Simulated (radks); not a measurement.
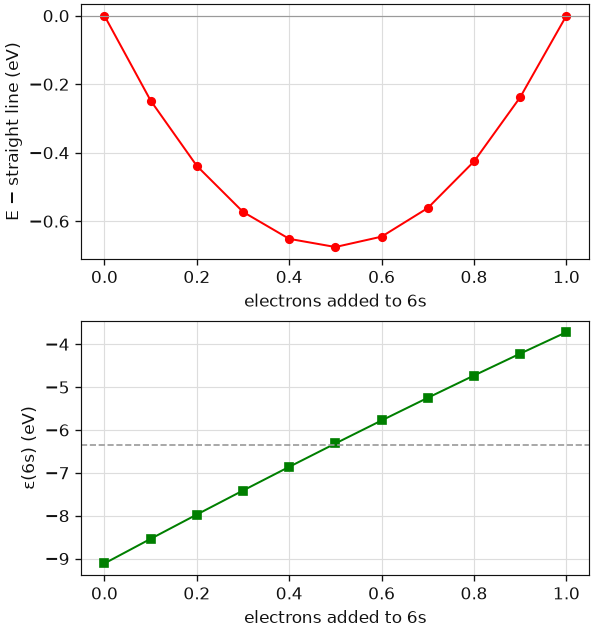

Level of theory: Dirac Kohn-Sham, BLYP, spin-unpolarised, spherical densities, finite nucleus. Computed with the in-house radial solver radks. The occupation of the 6s shell is varied from Er⁺ ([Xe] 4f12 6s1 (4f5/2: 6, 4f7/2: 6)) to Er ([Xe] 4f12 6s2 (4f5/2: 6, 4f7/2: 6)), with spherical fractional occupations. The plot shows the total energy less the straight line between the end points, and the eigenvalue of 6s (the dashed line is minus the energy to take the whole electron out).

Q: What does the shape say about the method?

A: The curve is convex (below the straight line), with the largest deviation among the points computed, −0.68 eV, at 0.5. The end points differ by 6.35 eV, the energy to take the electron out. The eigenvalue, which is the slope of the energy (Janak's theorem), moves from −9.11 eV at 0 to −3.72 eV at 1; for a straight line it would stay constant, and a parabola would sag by an eighth of this change, scaled to a whole electron, 0.67 eV. Convexity is the delocalisation error: fractional charges are too low in energy.
